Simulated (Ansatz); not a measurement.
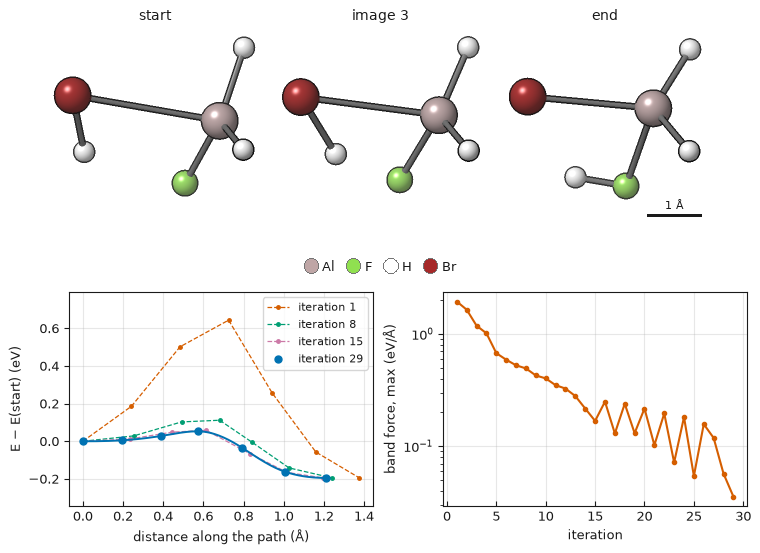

A nudged-elastic-band calculation for AlH₃BrF. Images are numbered from 0 (start) to 6 (end). The plot follows the band through its iterations. Style: ball-and-stick. Shown from a free direction.

Level of theory: RKS PBE0/def2-SVP in Ansatz 0.2.0. Set-up: 5 movable images; climbing image from the first iteration; force threshold 0.05 eV/Å; iteration limit 60; optimiser FIRE; starting path through a guess of the saddle point.

Question: How did the profile develop, and is the result final?

Answer: The run is converged, with reservations. The band converged in 29 iterations. The largest component of the band force went from 1.9 to 0.036 eV/Å. The climbing image converged on the top of the path. Its curvatures weren't checked. The first iteration put the highest image at 0.644 eV. The energy climbs by 0.053 eV to image 3 and then falls by 0.248 eV, so the end point sits at −0.195 eV.
